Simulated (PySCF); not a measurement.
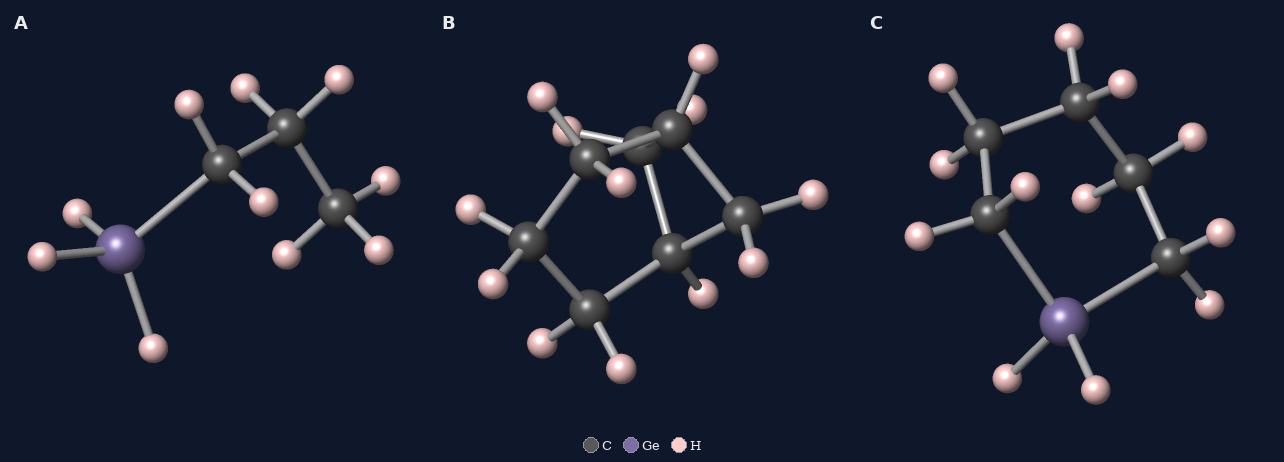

Source: calculation with PySCF.

```xyz
18
charge 0, multiplicity 1
C    -0.6909   -1.2701   -0.1195
C     0.7919   -1.2899    0.2512
C     1.5990   -0.2033   -0.4550
Ge    0.8330    1.5636   -0.0216
C    -1.1080    1.2431   -0.1853
C    -1.4581   -0.0888    0.4738
H    -0.7911   -1.2559   -1.2081
H    -1.1484   -2.1943    0.2437
H     1.2071   -2.2698   -0.0042
H     0.8866   -1.1688    1.3342
H     1.5486   -0.3600   -1.5345
H     2.6490   -0.2790   -0.1704
H     1.3298    2.6623   -0.9275
H     1.1933    1.9757    1.3823
H    -1.3758    1.2038   -1.2432
H    -1.6975    2.0434    0.2633
H    -1.2459   -0.0326    1.5454
H    -2.5313   -0.2731    0.3639
```

Which panel shows the molecule in this file?

Answer. C. The file holds C5H12Ge, `C1C[CH2][GeH2][CH2]C1`.
